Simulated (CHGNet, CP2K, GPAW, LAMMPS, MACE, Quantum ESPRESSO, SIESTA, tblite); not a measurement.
**Other levels on glassy 45P2O5-55ZnO (mol %) (85 atoms)**

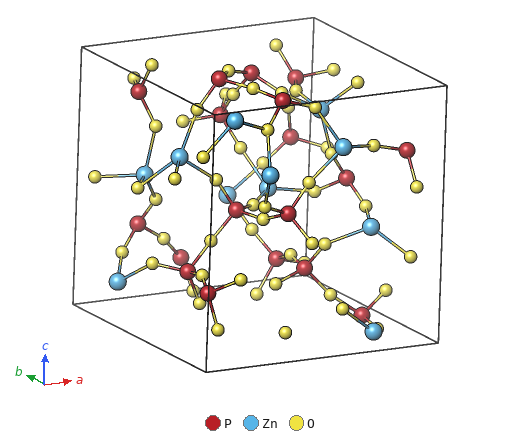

The cell (phosphorus red, zinc blue, oxygen yellow). Bonds to atoms that aren't drawn are left out. Some periodic images of atoms are drawn too.

Density of this cell: 3.12 g/cm³. The cell holds 85 atoms: 18 P, 11 Zn and 56 O. Cell: a = 10.498 Å, b = 10.498 Å, c = 10.498 Å, α = 90.0°, β = 90.0°, γ = 90.0°. 85 atoms (18 P, 11 Zn, 56 O) placed at random at 3.06 g/cm³, melted at 4000 K for 10 ps at fixed volume with the Morse and Coulomb pair potential with partial charges (Pedone, Malavasi, Menziani, Cormack and Segre, J. Phys. Chem. B 110, 11780 (2006)). Quenched from 4000 K to 300 K at 500 K/ps and fixed volume, held 10 ps at zero pressure, then minimised at fixed cell.

Geometry: as built.

The reference, a calculation:

* method: Kohn-Sham DFT, PBE, SSSP efficiency 1.3.0 pseudopotentials, plane waves (Quantum ESPRESSO 7.5); sssp-pbe-1.3.0-efficiency, cutoffs 60/480 Ry, Γ point
* r.m.s. force component: 1.139 eV/Å
* longest force: 4.854 eV/Å
* pressure: 2.275 GPa
* gap (highest filled to lowest empty level): 1.682 eV
* time: 4.1 min on 4 MPI ranks of Arm Neoverse V1, shared host
* CPU time: 16 min

Runs, in no order:
A. tblite GFN1-xTB: GFN1-xTB tight binding, diagonalisation
B. CHGNet 0.3.0 potential: machine-learned interatomic potential CHGNet 0.3.0, trained on PBE(+U) plane-wave data
C. CP2K PBE, DZVP-MOLOPT-SR, 280/50 Ry, OT DIIS: Kohn-Sham DFT, PBE, GTH-PBE pseudopotentials, Gaussian and plane waves, DZVP-MOLOPT-SR-GTH, orbital transformation
D. MACE MPA-0 medium potential: machine-learned interatomic potential MACE MPA-0 medium, trained on PBE(+U) plane-wave data
E. CP2K PBE, SZV-MOLOPT-SR, 800/50 Ry, TRS4 filter 1e-06, SCF 1e-06: Kohn-Sham DFT, PBE, GTH-PBE pseudopotentials, Gaussian and plane waves, SZV-MOLOPT-SR-GTH, linear-scaling purification of the density matrix

Q: Order them from the smallest to the largest r.m.s. force difference.

D, B, A, C, E.

| run | Δ force, r.m.s. (meV/Å) | share of r.m.s. force (%) | CPU time |
| --- | --- | --- | --- |
| D. MACE MPA-0 medium potential | 196 | 17.2 | 9.4 s |
| B. CHGNet 0.3.0 potential | 296 | 26.0 | 4.8 s |
| A. tblite GFN1-xTB | 502 | 44.1 | 4.7 s |
| C. CP2K PBE, DZVP-MOLOPT-SR, 280/50 Ry, OT DIIS | 834 | 73.2 | 7.7 min |
| E. CP2K PBE, SZV-MOLOPT-SR, 800/50 Ry, TRS4 filter 1e-06, SCF 1e-06 | 3319 | 291 | 86 s |

Periodic xTB results under one method name differ between programs and library versions. Machine-learned potentials mimic data converged in k, so the reference's own k-point error enters their differences. The network of bonds at the start is that of the classical potential that made the cell, and needn't be the one that DFT or experiment would give. The electronic-structure runs sample only Γ, in a cell whose shortest periodic width is 10 Å.

[Hosts, paths, dates, database ids (printed as entryN), source tags and the programs' standing remarks are cut or masked in the printed files.]
